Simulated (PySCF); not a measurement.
Consider C₃H₆BP (SMILES CC#CBP).

```xyz
11

C    -2.3857    0.7317    0.4848
C    -1.1121    0.0841    0.2842
C    -0.0484   -0.4691    0.1171
B     1.2798   -1.1215   -0.0740
P     2.7232   -0.1283   -0.7584
H    -2.4328    1.1320    1.4981
H    -2.5046    1.5531   -0.2219
H    -3.2009    0.0204    0.3492
H     1.4119   -2.2741    0.0977
H     2.5445    1.0664   -0.0859
H     3.7306   -0.5921    0.0682
```

Geometry: GFN2-xTB.

Theory: PBE0/def2-SVPD, SCF density, gas phase (PySCF).

**Predict the electron density and electron localisation function between the atoms.**

C–C (1.21 Å): the density is about 2.7 e/Å³ at the midpoint; the ELF peaks at about 0.85 between the atoms; a short, multiple covalent bond.
C–B (1.49 Å): ρ is about 1.5 e/Å³ halfway; the ELF peaks at about 0.95 between the atoms: a covalent bond.
B–P (1.88 Å): ρ is about 1 e/Å³ halfway; the ELF peaks at about 0.95 between the atoms (a shared electron pair).
B–H (1.17 Å): ρ is about 1.3 e/Å³ halfway; the ELF climbs to about 1 towards the hydrogen, as it does in any bond to H: a covalent bond by its length.

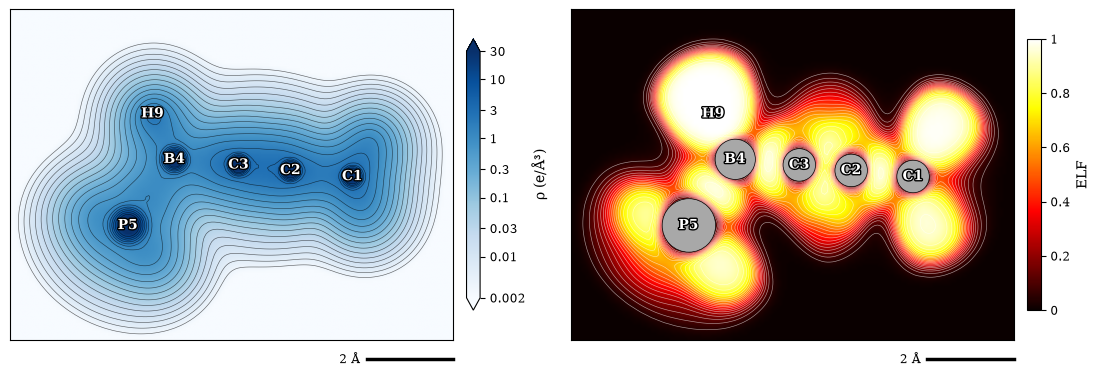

Computed electron density and electron localisation function on the plane of atoms C3, B4 and H9, in this order. Grey discs cover the atomic cores in the ELF map. 
